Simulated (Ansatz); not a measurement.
```
CELL_PARAMETERS angstrom
4.10643 0.00000 0.00000
0.00000 4.10643 0.00000
0.00000 0.00000 3.50438
ATOMIC_POSITIONS crystal
Sr 0.50000 0.50000 0.00000
Ta 0.00000 0.00000 0.50000
O 0.00000 0.50000 0.50000
O 0.50000 0.00000 0.50000
```

Space group P4/mmm; a generated structure, not necessarily the stable one; computed without spin polarisation.

The calculation used DFT PBE, scalar-relativistic, plane waves, PAW in Ansatz.

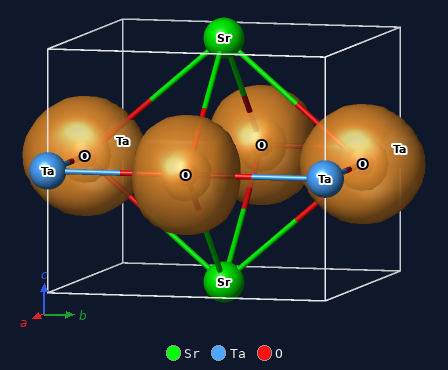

SrTaO2. Isosurface of the ELF at 0.7 (orange), seen slightly off an axis. Only the valence region is drawn (cores and ρ < 0.01 e/Å³ removed). Sticks mark near contacts.

Q: What do the ELF domains correspond to?

A: The ELF exceeds this value in two regions wrapped around O (the valence shell of each), counted in one cell of 4 atoms. Regions shared between cells count once.

Values along the shortest contacts:
Ta–O (2.05 Å): the ELF peaks at about 0.85 in the valence shell of O, 0.6 Å from its nucleus, and drops to about 0.15 between the two atoms: no shared electron pair shows on this line. Sr–O (2.70 Å): the ELF is about 0.05 at the midpoint (no shared electron pair shows on this line).
